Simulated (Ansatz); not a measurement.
# Si2NH7 (SMILES [SiH3]N[SiH3]): HF/STO-3G

What is the electronic atomisation energy of Si2NH7 at HF/STO-3G? 

The results are computed with Ansatz 0.2.0.

52 further runs of the same task are left out: 52 set aside as unsound or not needed.

### Step 1. The molecule

The species is Si2NH7 (10 atoms), meant as a singlet with charge 0. SMILES: `[SiH3]N[SiH3]`. The shape is that of a PBE0-D4/def2-TZVP optimisation.

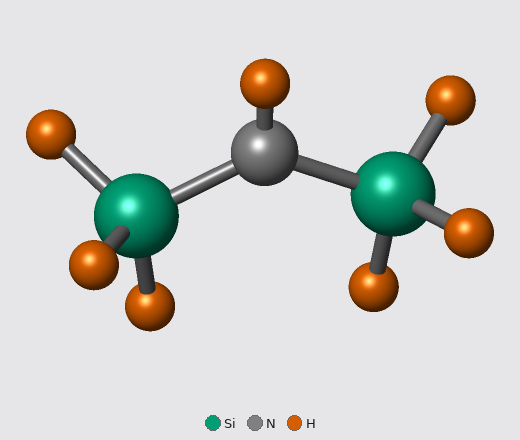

The structure, seen from a chosen angle (silicon teal, nitrogen grey, hydrogen orange).

### Step 2. A single-point energy at HF/STO-3G

The input, run.yaml:

```yaml
crystal:
  periodic: [false, false, false]
  atoms:
    - symbol: Si
      position_ang: [-1.042800, 0.758390, -0.879990]
    - symbol: "N"
      position_ang: [0.119990, 0.500410, 0.368670]
    - symbol: Si
      position_ang: [0.995830, -0.935260, 0.755390]
    - symbol: H
      position_ang: [-1.373610, -0.567260, -1.458240]
    - symbol: H
      position_ang: [-0.532280, 1.645360, -1.962590]
    - symbol: H
      position_ang: [-2.274280, 1.393560, -0.336440]
    - symbol: H
      position_ang: [0.361990, 1.317290, 0.912940]
    - symbol: H
      position_ang: [0.403090, -2.042290, -0.034740]
    - symbol: H
      position_ang: [0.897240, -1.243020, 2.208320]
    - symbol: H
      position_ang: [2.444830, -0.827180, 0.426680]
basis:
  gaussian:
    orbitals: STO-3G
hamiltonian:
  xc: hf
accuracy: high
output: {orbitals: {seedname: orbitals}}
```

Run with:

```bash
$ ansatz run run.yaml --threads 1 --pin off --max-ram 3480MiB --events-out events.jsonl --progress --plain --runs-dir runs
```

Output:

```text
Warning: RAYON_NUM_THREADS=1 ignored (pool sized by the plan → 1); use --threads N
Functional definition: HF
  name "HF"
  exchange = exact_x
  correlation = 0
590 factors; integrals over basis functions are off by at most 1.1e-8 eV
mean field evaluation 1: about -17116.1488 eV, gradient 1.7e1 eV
mean field evaluation 2: about -17116.1920 eV, gradient 1.7e1 eV
mean field evaluation 4: about -17117.1577 eV, gradient 1.0e0 eV
mean field evaluation 8: about -17117.1621 eV, gradient 7.2e-7 eV
mean field -17117.16213251 eV, -629.0441059405 hartree, gradient 5.4e-8 eV, S^2 0.000000; 0 other end points of the search recorded, 0 dependent functions left out
reference -17117.16213251 eV, -629.0441059405 hartree; 21, 21 occupied and 9, 9 virtual orbitals, 590 factors
Total energy: -17117.16213251 eV, -629.0441059405 hartree
```

Run time: 0.18 s. Hardware: 1 thread of Intel Xeon 6975P-C (Granite Rapids), shared host.

### Step 3. The H atom, same level

The input, molecule.yaml:

```yaml
crystal:
  periodic: [false, false, false]
  atoms:
    - {symbol: H, position_ang: [0.000000, 0.000000, 0.000000]}
basis:
  gaussian:
    orbitals: STO-3G
magnetization:
  spin_polarized: true
  initial_magnetization: 1
hamiltonian:
  xc: hf
accuracy: high
```

Run with:

```bash
$ ansatz run molecule.yaml --threads 1 --pin off --max-ram 3480MiB --events-out events.jsonl --progress --plain --runs-dir runs
```

Output:

```text
Warning: RAYON_NUM_THREADS=1 ignored (pool sized by the plan → 1); use --threads N
[... 4 set-up lines as earlier in the session ...]
1 factors; integrals over basis functions are off by at most 4.6e-10 eV
mean field evaluation 1: about -12.6963 eV, gradient 0.0e0 eV
mean field evaluation 2: about -12.6963 eV, gradient 0.0e0 eV
mean field -12.69633895 eV, -0.4665818504 hartree, gradient 0.0e0 eV, S^2 0.750000; 0 other end points of the search recorded, 0 dependent functions left out
reference -12.69633895 eV, -0.4665818504 hartree; 1, 0 occupied and 0, 1 virtual orbitals, 1 factors
Total energy: -12.69633895 eV, -0.4665818504 hartree
```

It took 0.02 s on 1 thread of Intel Xeon 6975P-C (Granite Rapids), shared host.

### Step 4. The N atom

The input, job.yaml:

```yaml
basis:
  gaussian: {orbitals: STO-3G}
crystal:
  periodic: [false, false, false]
  atoms:
    - {symbol: "N", position_ang: [0.000000, 0.000000, 0.000000]}
magnetization: {spin_polarized: true, initial_magnetization: 3}
hamiltonian: {xc: hf}
accuracy: high
```

Run the same way, it converges to -53.71901 Eh (log not shown).

### Step 5. The Si atom, same level

The input, in.yaml:

```yaml
crystal:
  periodic: [false, false, false]
  atoms:
    - {symbol: Si, position_ang: [0.000000, 0.000000, 0.000000]}
basis:
  gaussian:
    orbitals: STO-3G
hamiltonian:
  xc: hf
accuracy: high
magnetization:
  spin_polarized: true
  initial_magnetization: 2
```

Run the same way, it converges to -285.46622 Eh (log not shown).

### Step 6. Summary of results

At HF/STO-3G:

| quantity | value |
| --- | --- |
| molecule: total energy | -629.04411 Eh |
| molecule: HOMO energy | -7.54 eV |
| molecule: LUMO energy | 12.34 eV |
| molecule: HOMO–LUMO gap | 19.89 eV |
| H atom: total energy | -0.46658 Eh |
| H atom: ⟨S²⟩ | 0.750 |
| N atom: total energy | -53.71901 Eh |
| N atom: ⟨S²⟩ | 3.750 |
| Si atom: total energy | -285.46622 Eh |
| Si atom: ⟨S²⟩ | 2.000 |
| electronic atomisation energy | 30.656 eV |

**Reading.** Taking the molecule apart into free atoms costs 30.66 eV (2958 kJ/mol), before zero-point energy and without spin-orbit coupling. Hartree–Fock lacks the correlation of the bonding pairs, which as a rule makes this value much too low; in minimal bases other errors can mask that. In a minimal basis such a difference can be off by several eV, whatever the method.
